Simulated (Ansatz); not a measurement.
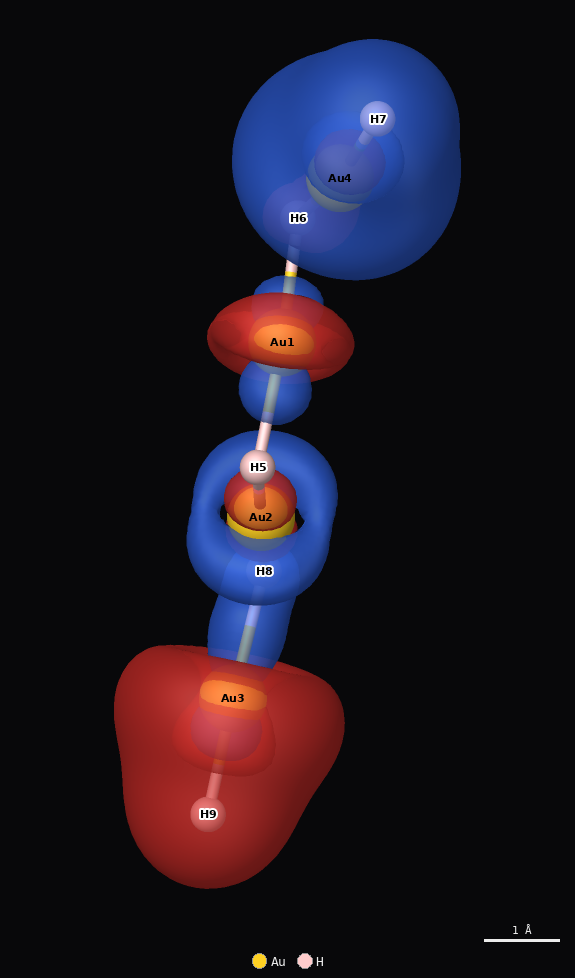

*Au₄H₅ (charge −1). The HOMO at ±0.08 Å⁻³ᐟ² (red and blue are the two phases), seen at an oblique angle.*

Geometry: r2SCAN-D4/def2-SVPD; core potentials replace the inner electrons of Au.

All numbers below come from RKS PBE0-D4/def2-TZVPD in Ansatz.

```xyz
9

Au    0.2169   -0.4137   -1.3169
Au    0.0706    0.5900    1.2361
Au   -0.0235    1.4505    3.8757
Au   -0.1576   -1.4558   -3.8650
H     0.0882   -0.8917    0.3412
H     0.4506   -0.0411   -2.9532
H    -0.6012   -2.5381   -4.9626
H     0.0382    2.0010    2.1735
H    -0.0822    1.2988    5.4713
```

Where does this orbital lie, and at what energy?

Answer. It lies mainly on Au3 (about 30 %), Au4 (about 30 %), H9 (about 10 %), H7 (about 10 %), Au1 (about 10 %) and Au2 (about 10 %). Its energy is −3.52 eV.
